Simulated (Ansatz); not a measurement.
# BBrH2···H2S: what the fields show

```xyz
7

B    -1.1844   -0.5204   -0.0827
S     1.8607    0.2632   -0.5863
H    -1.0672   -1.6224   -0.5326
H    -1.5220    0.4577   -0.6855
H     1.5205    0.2291    0.7248
Br   -0.9785   -0.3219    1.8941
H     1.3707    1.5146   -0.7318
```

Not at a stationary point (largest force 1.2 eV/Å).

These are results of RKS CAM-B3LYP/def2-SVP (Ansatz), not measurements.

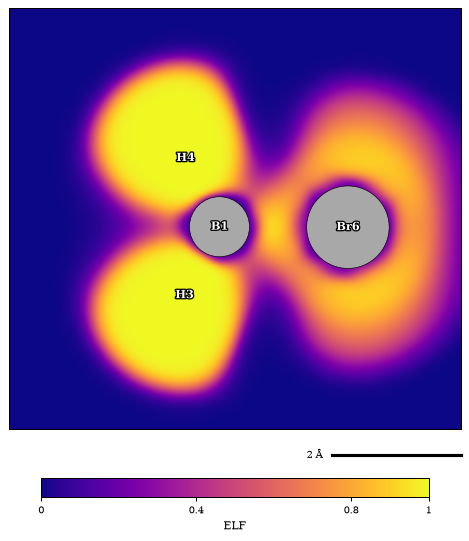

Figure 1. ELF on the plane of atoms H3, B1 and Br6. Grey discs cover the atomic cores.

> Read the bonding off the picture.

- The plane passes through B, H and Br nuclei.
- B–Br (2.00 Å): the ELF peaks at about 0.90 between the atoms, as expected for a shared but strongly polarised pair.
- B–H (1.20 Å): the ELF climbs to about 1 towards the hydrogen, as it does in any bond to H: a covalent bond by its length.
- The ELF also peaks beside Br6, away from the bonds: lone-pair regions.

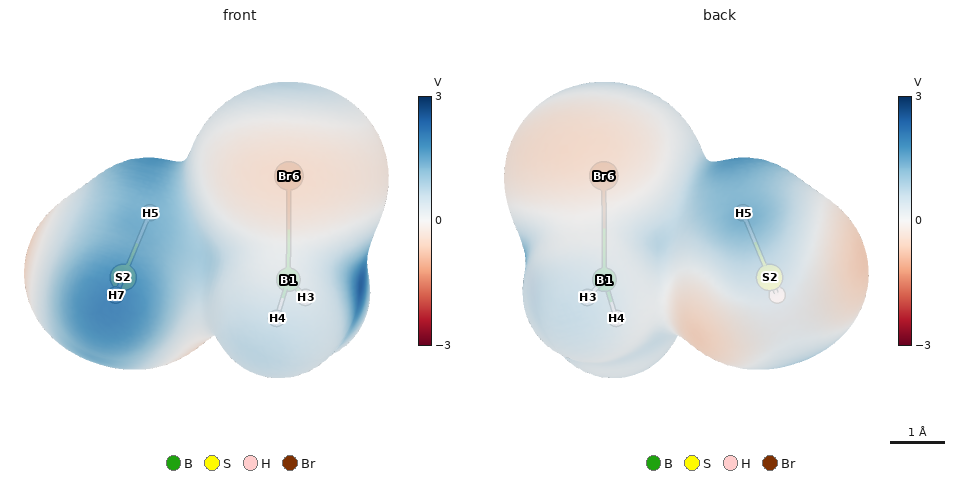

Figure 2. The electrostatic potential painted on the density surface at 0.004 e/bohr³, seen from the front and from behind; red is negative and blue positive.

> Where is the surface potential most negative and most positive?

The most negative region (about −0.7 V) lies over S2, the most positive (about +2.2 V) over B1. Br6 shows a σ-hole: about +0.7 V at the tip opposite its bond, against about 0.0 V on its flanks.

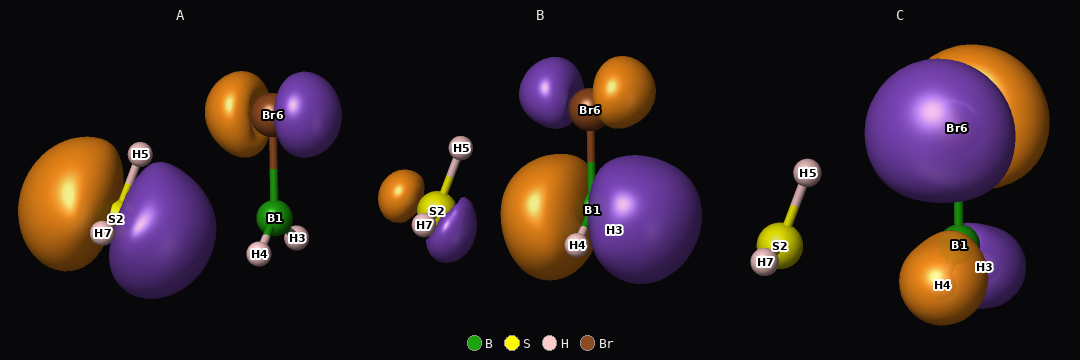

Figure 3. Three frontier orbitals at ±0.1 Å⁻³ᐟ² (orange and purple are the two phases), in no order.

> Which picture is the HOMO−1, the HOMO and the LUMO?

C is the HOMO−1 (−9.31 eV). Its weight (Hirshfeld) is mainly on Br6 (about 85 %) and B1 (about 10 %); largely a lone pair of Br6. A is the HOMO (−8.97 eV). It lies mainly on S2 (about 80 %) and Br6 (about 10 %); largely a lone pair of S2. B is the LUMO (−0.54 eV). It lies mainly on B1 (about 60 %), Br6 (about 15 %), S2 (about 10 %), H3 (about 5 %) and H4 (about 5 %).

> What is the HOMO–LUMO gap?

8.43 eV between the orbital energies.
